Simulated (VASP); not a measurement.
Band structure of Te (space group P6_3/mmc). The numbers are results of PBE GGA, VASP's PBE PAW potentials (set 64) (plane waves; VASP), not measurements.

Unless said otherwise, spin-orbit coupling is left out, though it shifts the bands of the heavy elements here.

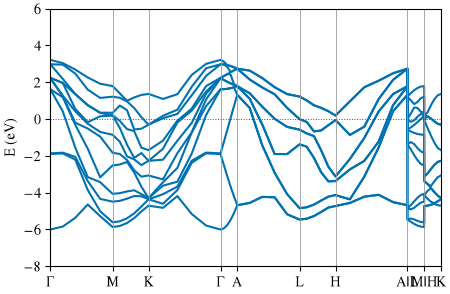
Figure: Bands along high-symmetry lines, zero at the valence-band maximum or, without a gap, the Fermi level

Problem. Read the plot: is there a gap, and where are the band edges?

Solution. It has no gap at this level: it comes out as a metal or semimetal.

The structure was generated: Te was put into an ordered model structure (P6_3/mmc), which need not be its known phase. The cell was not relaxed at this level. The k-mesh is coarse (spacing up to 0.42 per Å, 2π included), so the numbers may not be converged in it.
